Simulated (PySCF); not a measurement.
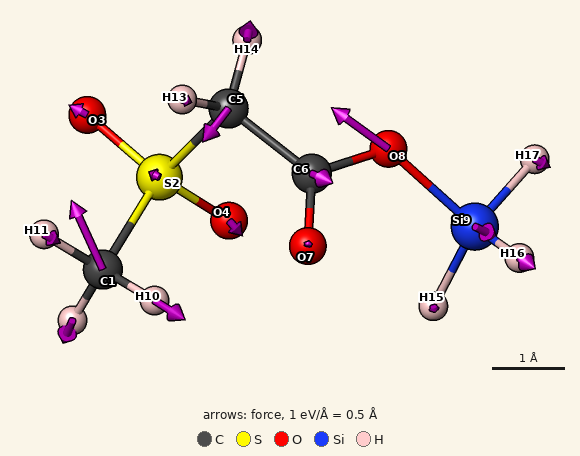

Starting geometry of C3H8O4SSi with the computed forces as purple arrows. Style: ball-and-stick. Shown at a tilt.

The start comes from GFN2-xTB. Its atoms were then displaced at random by about 0.01 Å.

Method: PySCF 2.14.0, density-fitted response routines, PBE0-D3(BJ)/def2-SVP geometry optimisation, gas phase. 

**What follows when this structure is relaxed?**

It isn't relaxed: the largest force vector, on a C atom, is 2.18 eV/Å. The final displacements have little in common with the starting forces (cosine between the two patterns 0.09). The energy falls by 7.39 kcal/mol in 11 geometry steps. The largest move after the best rigid fit is that of an H atom, 0.46 Å. Largest moves by element: H 0.46 Å, O 0.45 Å, Si 0.24 Å, S 0.22 Å, C 0.16 Å. Some distances before and after: O–Si 1.660 → 1.727 Å, H–Si 1.449 → 1.486 Å, C–H 1.064 → 1.097 Å, C–S 1.806 → 1.780 Å. Bond angles that change, for instance: S–C–C 100.5° → 109.2°, O–Si–H 96.0° → 102.7°, S–C–H 108.9° → 103.6°.
